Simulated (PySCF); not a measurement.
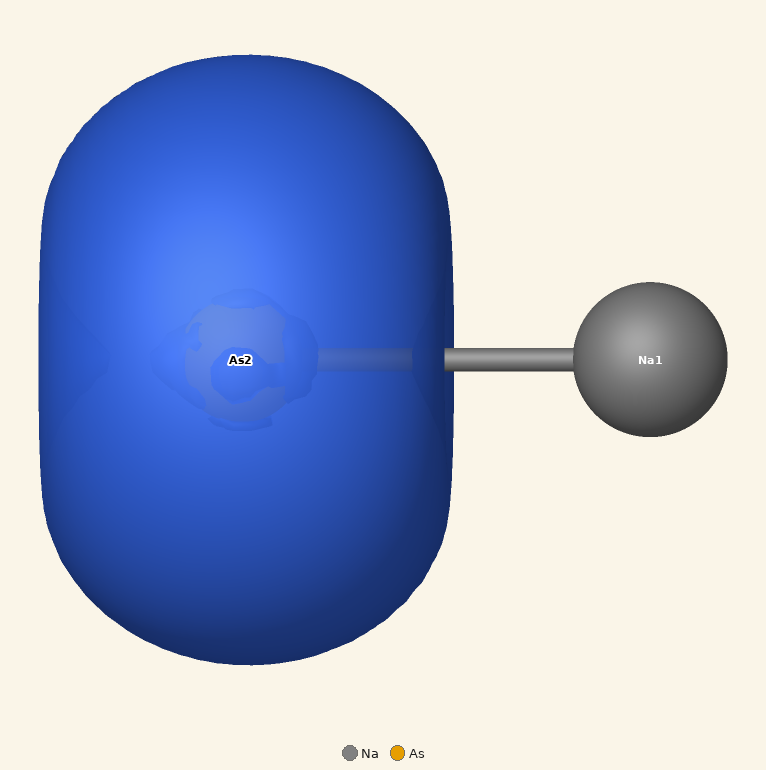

Figure 1: NaAs (triplet). Isosurfaces of the spin density at +0.015 (blue) and −0.015 e/Å³ (red), seen from one side.

These are results of PySCF, PBE0/pcseg-1, non-relativistic, at a bond length of 2.758 Å, not measurements.

Which atoms carry the spin?

The unpaired spin (2 electrons) lies mostly on As2 (about 2.0), in electrons by Hirshfeld's partition.
